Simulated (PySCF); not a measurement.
| atom | x (Å) | y (Å) | z (Å) |
| --- | --- | --- | --- |
| C | 2.5951 | -0.2469 | 0.2928 |
| B | 1.5383 | 0.6588 | -0.3964 |
| C | 0.7792 | 1.9385 | -0.5145 |
| B | -0.0745 | 0.6140 | -1.0438 |
| C | -1.0329 | -0.1712 | -0.0656 |
| C | -2.4635 | -0.4773 | -0.4623 |
| C | -1.4790 | -1.5879 | -0.3622 |
| H | 3.2398 | 0.2871 | 0.9919 |
| H | 2.1196 | -1.0644 | 0.8332 |
| H | 3.2433 | -0.7134 | -0.4493 |
| H | 0.9525 | 2.6435 | -1.3132 |
| H | 0.4770 | 2.4561 | 0.3900 |
| H | -0.2734 | 0.5316 | -2.2024 |
| H | -0.9136 | 0.0279 | 0.9967 |
| H | -2.7863 | -0.1718 | -1.4455 |
| H | -3.2317 | -0.3938 | 0.2934 |
| H | -1.1321 | -2.0405 | -1.2790 |
| H | -1.5665 | -2.2840 | 0.4598 |

Geometry: GFN2-xTB.

Level of theory: PySCF 2.14.0, density-fitted response routines, UKS B3LYP, pcH-1 on B C H, non-relativistic, mean-field spin-orbit, GIAO.

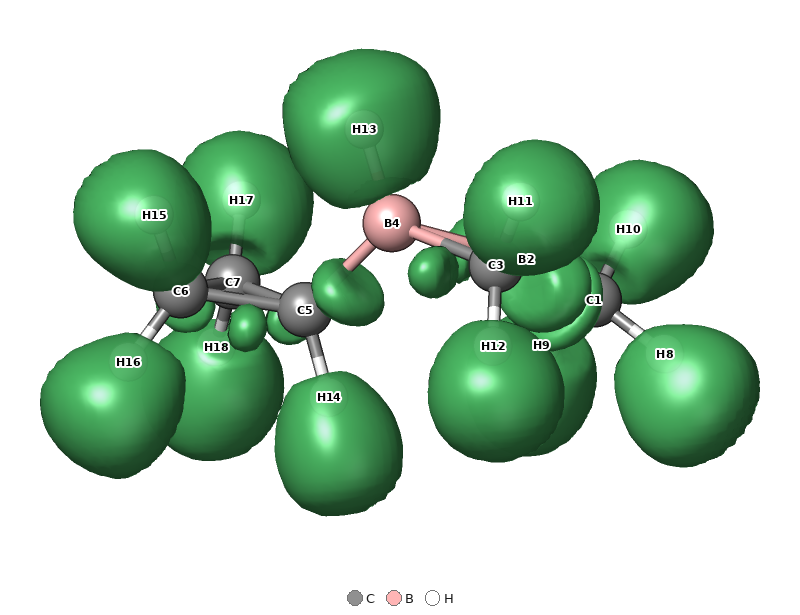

C$_{5}$H$_{11}$B$_{2}$ (doublet). Isosurface of the electron localisation function at 0.85 (green), seen from one side. Only the valence region is drawn (cores and ρ < 0.01 e/Å³ removed).

What do the ELF domains correspond to?

Answer. The surface consists of one region between bonded B–B atoms (shared pairs), four regions between bonded B–C atoms (shared pairs), three regions between bonded C–C atoms (shared pairs) and eleven regions around hydrogen nuclei. Profiles from the grid: C–C (1.49 Å): the ELF peaks at about 0.85 between the atoms (a shared electron pair). C–B (1.49 Å): the ELF peaks at about 0.85 between the atoms; a covalent bond.
